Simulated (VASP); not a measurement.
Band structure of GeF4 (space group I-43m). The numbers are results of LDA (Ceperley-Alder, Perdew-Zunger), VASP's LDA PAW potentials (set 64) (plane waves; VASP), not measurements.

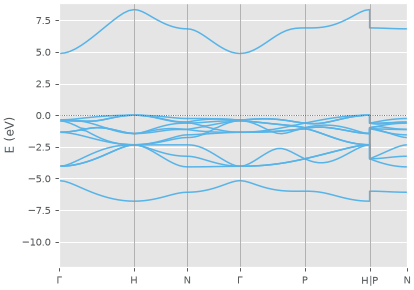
Figure: Bands along high-symmetry lines, zero at the valence-band maximum or, without a gap, the Fermi level

Read the plot: is there a gap, and where are the band edges?

The gap is indirect, 4.87 eV, from the valence maximum at H to the conduction minimum at Γ. (Edges off the drawn lines would not show.)

The structure comes from a computed database's GeF4 entry (I-43m); how it stands against other phases isn't given here. It was relaxed first, which changed the volume by -10 %.
